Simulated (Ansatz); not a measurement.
# GeH3Br (SMILES [GeH3][Br]): B3LYP/6-31G(d) (spherical functions)

What is the vertical ionisation energy of GeH3Br at B3LYP/6-31G* (spherical functions)? 

The results are computed with Ansatz 0.2.0.

50 further runs of the same task are left out: 8 that didn't finish, 42 set aside as unsound or not needed.

## Step 1: The system as given

GeH3Br has 5 atoms, charge 0, and is taken as a singlet. SMILES: `[GeH3][Br]`. The coordinates come from a PBE0-D4/def2-TZVP relaxation.

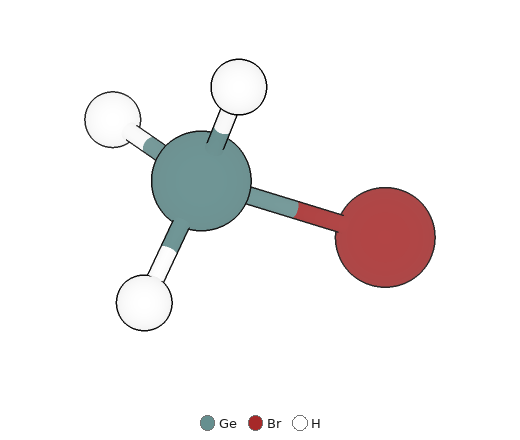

The structure, seen from a chosen angle (germanium teal, bromine red, hydrogen white).

## Step 2: The energy at B3LYP/6-31G(d) (spherical functions)

run.yaml reads:

```yaml
crystal:
  periodic: [false, false, false]
  atoms:
    - {symbol: Ge, position_ang: [0.139040, 0.013690, -0.129150]}
    - {symbol: Br, position_ang: [-1.548450, -0.152490, 1.438270]}
    - {symbol: H, position_ang: [0.128210, 1.452190, -0.655100]}
    - {symbol: H, position_ang: [-0.172230, -0.995930, -1.238090]}
    - {symbol: H, position_ang: [1.453450, -0.317450, 0.584070]}
basis:
  gaussian: {orbitals: 6-31G_st_-spherical.json}
magnetization: {spin_polarized: false, initial_magnetization: 0}
hamiltonian: {xc: {name: B3LYP}}
accuracy: high
output: {orbitals: {seedname: orbitals}}
```

The basis set 6-31G* is read from a file made from the Basis Set Exchange's data (not shown).

Run with:

```sh
ansatz run run.yaml --threads 1 --pin off --max-ram 3480MiB --events-out events.jsonl --progress --plain --runs-dir runs
```

The log of the run:

```text
Warning: RAYON_NUM_THREADS=1 ignored (pool sized by the plan → 1); use --threads N
Functional definition: B3LYP
  name "B3LYP"
  parameter a0 = 0.2
  parameter ax = 0.72
  parameter ac = 0.81
  exchange = (1 - a0 - ax)*slater_x + ax*b88_x + a0*exact_x
  correlation = (1 - ac)*vwn_rpa_c + ac*lyp_c
1329 factors; integrals over basis functions are off by at most 1.1e-8 eV
mean field evaluation 1: about -126599.7591 eV, gradient 1.5e1 eV
mean field evaluation 2: about -126599.8262 eV, gradient 1.6e1 eV
mean field evaluation 4: about -126600.1009 eV, gradient 3.2e-1 eV
mean field evaluation 8: about -126600.1634 eV, gradient 4.6e-2 eV
mean field evaluation 16: about -126600.1634 eV, gradient 4.8e-7 eV
mean field -126600.16340141 eV, -4652.4701923291 hartree, gradient 1.1e-8 eV, S^2 0.000000; 0 other end points of the search recorded, 0 dependent functions left out
reference -126600.16343716 eV, -4652.4701936427 hartree; 35, 35 occupied and 35, 35 virtual orbitals, 1329 factors
Total energy: -126600.16343716 eV, -4652.4701936427 hartree
```

Wall time 6.6 s (1 thread of Arm Neoverse V1, shared host); peak memory 0.21 GiB.

## Step 3: The doublet cation at the same level

molecule.yaml reads:

```yaml
crystal:
  periodic: [false, false, false]
  atoms:
    - {symbol: Ge, position_ang: [0.139040, 0.013690, -0.129150]}
    - {symbol: Br, position_ang: [-1.548450, -0.152490, 1.438270]}
    - {symbol: H, position_ang: [0.128210, 1.452190, -0.655100]}
    - {symbol: H, position_ang: [-0.172230, -0.995930, -1.238090]}
    - {symbol: H, position_ang: [1.453450, -0.317450, 0.584070]}
basis:
  gaussian:
    orbitals: 6-31G_st_-spherical.json
total_charge: 1
accuracy: high
output: {orbitals: {seedname: orbitals}}
magnetization:
  spin_polarized: true
  initial_magnetization: 1
hamiltonian:
  xc: {name: B3LYP}
```

The basis set 6-31G* is read from a file made from the Basis Set Exchange's data (not shown).

Run with:

```sh
ansatz run molecule.yaml --threads 1 --pin off --max-ram 3480MiB --events-out events.jsonl --progress --plain --runs-dir runs
```

The log of the run (excerpt; [...] marks lines left out):

```text
Warning: RAYON_NUM_THREADS=1 ignored (pool sized by the plan → 1); use --threads N
[... 7 set-up lines as earlier in the session ...]
1328 factors; integrals over basis functions are off by at most 1.1e-8 eV
mean field evaluation 1: about -126588.9695 eV, gradient 1.0e1 eV
mean field evaluation 2: about -126589.0257 eV, gradient 1.1e1 eV
mean field evaluation 4: about -126589.5229 eV, gradient 1.1e0 eV
mean field evaluation 8: about -126589.5965 eV, gradient 3.5e-2 eV
mean field evaluation 16: about -126589.5965 eV, gradient 1.6e-3 eV
mean field evaluation 32: about -126589.5966 eV, gradient 2.7e-5 eV
mean field evaluation 64: about -126589.5965 eV, gradient 2.0e-2 eV
mean field -126589.59664270 eV, -4652.0818711087 hartree, gradient 2.3e-8 eV, S^2 0.753633; 3 other end points of the search recorded, 0 dependent functions left out
reference -126589.59667758 eV, -4652.0818723906 hartree; 35, 34 occupied and 35, 36 virtual orbitals, 1328 factors
Total energy: -126589.59667758 eV, -4652.0818723906 hartree
```

It took 47 s on 1 thread of Arm Neoverse V1, shared host; peak memory 0.36 GiB.

## Step 4: What came out

Level: B3LYP/6-31G* (spherical functions).

| quantity | value |
| --- | --- |
| singlet GeH3Br: total energy | -4652.47019 Eh |
| singlet GeH3Br: HOMO energy | -7.86 eV |
| singlet GeH3Br: LUMO energy | -0.89 eV |
| singlet GeH3Br: HOMO–LUMO gap | 6.97 eV |
| doublet cation: total energy | -4652.08187 Eh |
| doublet cation: HOMO energy (highest over α and β) | -14.77 eV |
| doublet cation: LUMO energy (lowest over α and β) | -13.22 eV |
| doublet cation: ⟨S²⟩ | 0.754 |
| vertical ionisation energy (to the doublet cation) | 10.567 eV |

In words: The vertical ionisation energy comes to 10.57 eV (244 kcal/mol). The negative HOMO energy of the first species, 7.86 eV, lies 2.71 eV below that difference.
